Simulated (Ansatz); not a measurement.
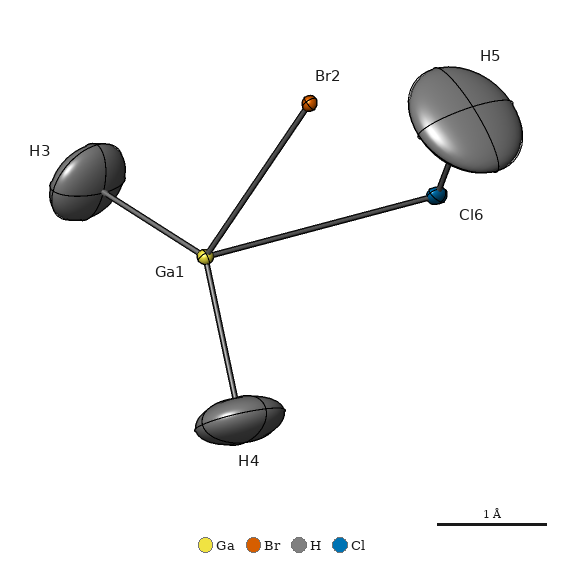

Displacement ellipsoids at the 50 % level, enlarged 1.5 times, from the internal vibrations of the free molecule (harmonic, no overall translation or rotation; no half-axis is drawn under 0.075 Å). Vibrations computed with RKS PBE0-D4/def2-TZVP (Ansatz 0.2.0). Temperature: 0 K (zero-point motion alone).

Which atom moves most?

Answer. H5, with U_eq = 0.0424 Å².

Does H5 move more along its bond or across it?

Answer. Across it: the root-mean-square amplitude is 0.095 Å along the bond and up to 0.257 Å across, since bending and torsion are softer than stretching.

List U_eq and the three principal root-mean-square amplitudes for each kind of atom.

```json
{"atom": "Ga1", "U_eq (Å²)": "0.00056", "rms amplitudes (Å)": "0.005, 0.024, 0.033"}
{"atom": "Br2", "U_eq (Å²)": "0.00038", "rms amplitudes (Å)": "0.003, 0.018, 0.029"}
{"atom": "H3, H4", "U_eq (Å²)": "0.0249", "rms amplitudes (Å)": "0.091, 0.170, 0.194"}
{"atom": "H5", "U_eq (Å²)": "0.0424", "rms amplitudes (Å)": "0.091, 0.229, 0.257"}
{"atom": "Cl6", "U_eq (Å²)": "0.0018", "rms amplitudes (Å)": "0.008, 0.041, 0.061"}
```
